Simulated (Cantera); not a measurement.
Input: 1 mol HMDSO, 0.38 mol O3, 3.8 mol N2, at 1275 °C.

Cantera equilibrium calculation (NASA polynomials, part measured and part estimated; ideal gas, pure solids and liquids). Candidate condensed phases: C, C6H6, C7H8, C8H18, H2O, Si, SiC, SiO2, Si2N2O, Si3N4; 151 gas species. The feed counts by its element totals alone. Rates play no part.

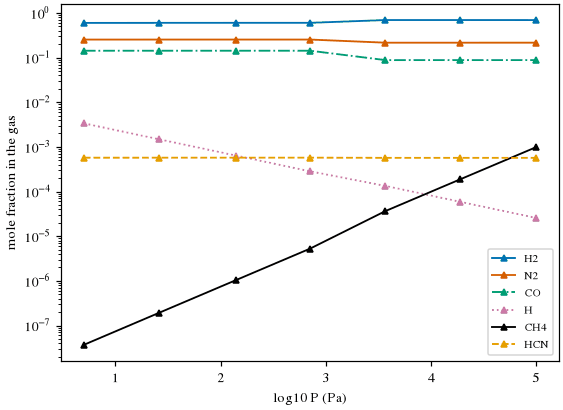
Equilibrium gas composition (values under 1e-9 drawn at 1e-9)

Question: Read off the mole fractions at 0.00140 bar.

Answer: H2 about 0.60, N2 about 0.25, CO about 0.14, H about 0.00064, HCN about 0.00057, CH4 about 1.0e-6.
